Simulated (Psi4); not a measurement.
**PBE/3-21G (sweep point 2) run of P2H2 (phosphanylidenephosphane)**

Aim: the vertical ionisation energy of P2H2 (phosphanylidenephosphane) at PBE/3-21G (sweep point 2), from 2 runs. 

The results are computed with Psi4 1.11.

### Step 1. The system as given

P2H2: 4 atoms, total charge 0, spin state singlet. As SMILES, `[H]/P=P/[H]`. The coordinates come from a GFN2-xTB relaxation.

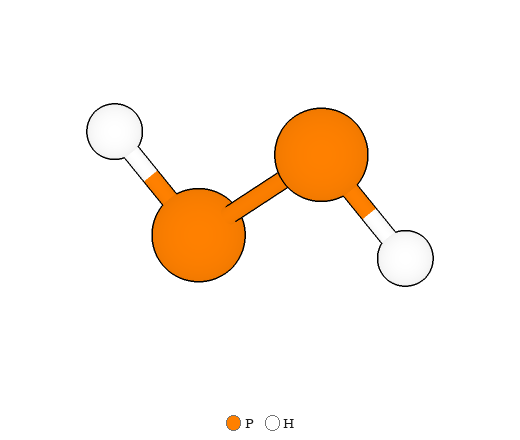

Viewed from a chosen angle; phosphorus orange, hydrogen white.

### Step 2. The energy at PBE/3-21G (sweep point 2)

Contents of calc.in:

```
memory 1600 MB

molecule mol {
  0 1
  P     -0.024370    -1.003630     0.088350
  P      0.024420     1.003540    -0.088260
  H      1.037260    -1.067570     1.003320
  H     -1.037310     1.067660    -1.003410
  symmetry c1
}

set basis 3-21G
set puream true
set scf_type pk
set dft_radial_points 99
set dft_spherical_points 590

energy("pbe")
```

On the command line:

```sh
$ psi4 -n 1 calc.in calc.out
```

calc.out:

```text
[...]
  Running in c1 symmetry.
[...]
  Nuclear repulsion =   76.759456495580409
[...]
  Multiplicity = 1
[...]
  Nalpha       = 16
  Nbeta        = 16
[...]
    Number of basis functions: 30
[...]
   @RKS iter   1:  -679.99360696251381   -1.05864e-01   8.31287e-03 DIIS/ADIIS
[...]
   @RKS iter   7:  -680.03629119904963   -1.44609e-07   1.62560e-07 DIIS
[...]
    Orbital Energies [Eh]
    ---------------------
    Doubly Occupied:
       1A    -75.781666     2A    -75.781218     3A     -6.286784
       4A     -6.284877     5A     -4.507073     6A     -4.506939
       7A     -4.506905     8A     -4.506530     9A     -4.502438
      10A     -4.502190    11A     -0.673487    12A     -0.517768
      13A     -0.343649    14A     -0.327333    15A     -0.268744
      16A     -0.227318
[...]
  @RKS Final Energy:  -680.03629119904963
   => Energetics <=
    Nuclear Repulsion Energy =             76.7594564955804088
    One-Electron Energy =               -1093.4220279338742330
    Two-Electron Energy =                 383.3956566699245059
    DFT Exchange-Correlation Energy =     -46.7693764306803104
    Empirical Dispersion Energy =           0.0000000000000000
    VV10 Nonlocal Energy =                  0.0000000000000000
    Total Energy =                       -680.0362911990496286
[...]
 Multipole Moments:
 ------------------------------------------------------------------------------------
     Multipole            Electronic (a.u.)      Nuclear  (a.u.)        Total (a.u.)
 ------------------------------------------------------------------------------------
 L = 1.  Multiply by 2.5417464519 to convert [e a0] to [Debye]
 Dipole X            :          0.0001310           -0.0000937            0.0000373
 Dipole Y            :         -0.0001753            0.0001686           -0.0000066
 Dipole Z            :          0.0002002           -0.0001686            0.0000315
 Magnitude           :                                                    0.0000492
[...]
```

It took 5.7 s on 1 thread of AMD EPYC 7R43 (Zen 3), shared host; peak memory 0.36 GiB.

### Step 3. The doublet cation at the same level

Contents of calc.in:

```
memory 1600 mb

molecule molecule1 {
  1 2
  P     -0.024370    -1.003630     0.088350
  P      0.024420     1.003540    -0.088260
  H      1.037260    -1.067570     1.003320
  H     -1.037310     1.067660    -1.003410
  units angstrom
  symmetry c1
}

set {
  basis 3-21G
  reference uks
  puream true
  scf_type pk
  dft_radial_points 99
  dft_spherical_points 590
  maxiter 150
}

E, wfn = energy('pbe', return_wfn=True)
```

On the command line:

```sh
$ psi4 calc.in calc.out -n 1
```

calc.out:

```text
[...]
  Running in c1 symmetry.
[...]
  Nuclear repulsion =   76.759456495580409
[...]
  Multiplicity = 2
[...]
  Nalpha       = 16
  Nbeta        = 15
[...]
    Number of basis functions: 30
[...]
   @UKS iter   1:  -679.67918776154931    2.08555e-01   3.78251e-03 ADIIS/DIIS
[...]
   @UKS iter   7:  -679.68472557055202   -2.10448e-08   7.44330e-07 DIIS
[...]
   @S^2 Observed:                7.518841324E-01
[...]
    Orbital Energies [Eh]
    ---------------------
    Alpha Occupied:
       1A    -76.072870     2A    -76.072423     3A     -6.575729
       4A     -6.573866     5A     -4.798889     6A     -4.798822
       7A     -4.794021     8A     -4.793648     9A     -4.793223
      10A     -4.792964    11A     -0.940757    12A     -0.783362
      13A     -0.605372    14A     -0.604039    15A     -0.522081
      16A     -0.514145
    Alpha Virtual:
      17A     -0.396736    18A     -0.245666    19A     -0.215671
      20A     -0.184886    21A      0.123523    22A      0.142671
      23A      0.148431    24A      0.155503    25A      0.182996
[...]
  @UKS Final Energy:  -679.68472557055202
   => Energetics <=
    Nuclear Repulsion Energy =             76.7594564955804088
    One-Electron Energy =               -1084.5239938927586536
    Two-Electron Energy =                 374.5354213794585121
    DFT Exchange-Correlation Energy =     -46.4556095528322288
    Empirical Dispersion Energy =           0.0000000000000000
    VV10 Nonlocal Energy =                  0.0000000000000000
    Total Energy =                       -679.6847255705520183
[...]
 Multipole Moments:
 ------------------------------------------------------------------------------------
     Multipole            Electronic (a.u.)      Nuclear  (a.u.)        Total (a.u.)
 ------------------------------------------------------------------------------------
 L = 1.  Multiply by 2.5417464519 to convert [e a0] to [Debye]
 Dipole X            :          0.0000859           -0.0000937           -0.0000078
 Dipole Y            :         -0.0001214            0.0001686            0.0000472
 Dipole Z            :          0.0001129           -0.0001686           -0.0000557
 Magnitude           :                                                    0.0000734
[...]
```

Run time: 7.2 s. Hardware: 1 thread of AMD EPYC 7R43 (Zen 3), shared host; peak memory 0.36 GiB.

### Step 4. Outcome

Level: PBE/3-21G (sweep point 2).

| quantity | value |
| --- | --- |
| singlet P2H2: total energy | -680.03629 Eh |
| singlet P2H2: dipole moment | 0.00 D |
| singlet P2H2: HOMO energy | -6.19 eV |
| singlet P2H2: LUMO energy | -3.82 eV |
| singlet P2H2: HOMO–LUMO gap | 2.36 eV |
| doublet cation: total energy | -679.68473 Eh |
| doublet cation: HOMO energy (highest over α and β) | -13.99 eV |
| doublet cation: LUMO energy (lowest over α and β) | -12.92 eV |
| doublet cation: ⟨S²⟩ | 0.752 |
| vertical ionisation energy (to the doublet cation) | 9.567 eV |

Removing an electron at fixed nuclei costs 9.57 eV (923 kJ/mol). The negative HOMO energy of the first species, 6.19 eV, lies 3.38 eV below that difference.
